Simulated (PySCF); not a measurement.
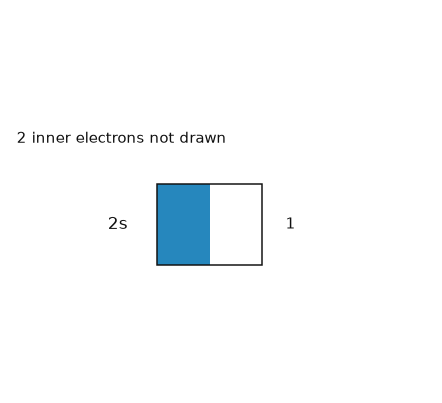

**Figure 1.** The outer shells of the nominal configuration: a box for each of the 2l + 1 orbitals, shaded by the share of the shell that is filled, with the electron count at the right.

# B²⁺: atomic calculation

- system: B²⁺, configuration 1s2 2s1, multiplicity 2.
- method: unrestricted PBE, dyall-av3z, non-relativistic, point nucleus (PySCF)

**Input file**
```python
from pyscf import gto, scf, dft, mp, cc
import basis_set_exchange as bse
mol = gto.M(atom="B 0 0 0", charge=2, spin=1, symmetry="D2h",
            basis=gto.basis.parse(bse.get_basis("dyall-av3z", elements=["B"], fmt="nwchem")))
mf = dft.UKS(mol, xc="PBE")
mf.irrep_nelec = {'Ag': (2, 1)}
mf.kernel()
```

The script is an equivalent of what the driver set up; the driver started from orbitals of its own, so the log can be shorter than this script's would be, and it computed the properties (radii, ⟨L²⟩, response) afterwards. It held the occupations shell by shell, which the script's counts by irreducible representation don't always enforce.

Hardware: 1 CPU thread, shared host.

**Output (extracts)**
```
damping factor = 0
level_shift factor = 0
DIIS = <class 'pyscf.scf.diis.CDIIS'>
diis_start_cycle = 1
diis_space = 10
diis_damp = 0
SCF conv_tol = 1e-09
SCF conv_tol_grad = None
number electrons alpha = 2  beta = 1
XC functionals = PBE
    J. P. Perdew, K. Burke, and M. Ernzerhof.,  Phys. Rev. Lett. 77, 3865 (1996)
    J. P. Perdew, K. Burke, and M. Ernzerhof.,  Phys. Rev. Lett. 78, 1396 (1997)
    J. P. Perdew, K. Burke, and M. Ernzerhof.,  Phys. Rev. Lett. 77, 3865 (1996)
    J. P. Perdew, K. Burke, and M. Ernzerhof.,  Phys. Rev. Lett. 78, 1396 (1997)
cycle= 1 E= -23.389099448232  delta_E= -0.00198  |g|= 0.00811  |ddm|= 0.0801
cycle= 2 E= -23.389103071246  delta_E= -3.62e-06  |g|= 0.00102  |ddm|= 0.0018
cycle= 3 E= -23.3891031364282  delta_E= -6.52e-08  |g|= 1.5e-05  |ddm|= 0.000266
cycle= 4 E= -23.389103136461  delta_E= -3.28e-11  |g|= 8.65e-07  |ddm|= 1.99e-05
converged SCF energy = -23.389103136461  <S^2> = 0.75000052  2S+1 = 2.0000005
```

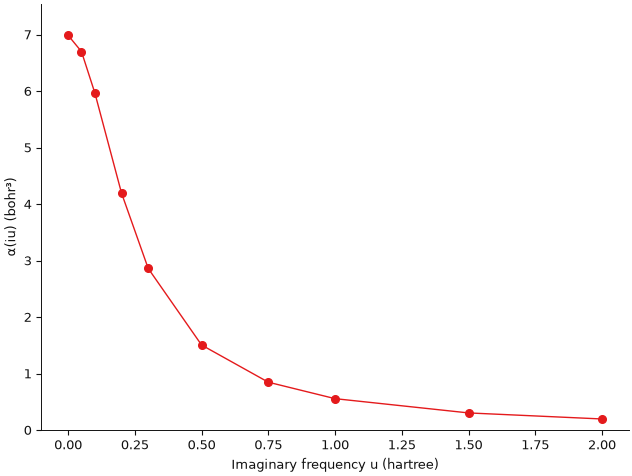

**Figure 2.** Dipole polarisability at imaginary frequency of B²⁺ ([He] 2s). Coupled response at the PBE level; PySCF, dyall-av3z, non-relativistic, unrestricted single determinants, no spin-orbit coupling. The static dipole polarisability is 6.99 bohr³; α(iu) falls to half of it near u = 0.25 hartree. The Casimir–Polder integral gives C₆ = 9.27 hartree bohr⁶ for two such species.

**Results in brief**

- outcome: converged
- total energy: −23.389103 hartree
- kinetic energy: 23.335274 hartree
- ⟨S²⟩: 0.750
- static polarisability: 6.99 bohr³
- C₆ of the like pair: 9.27 hartree bohr⁶
- SCF iterations: 4
- CPU time: 1.4 s (integrals apart)
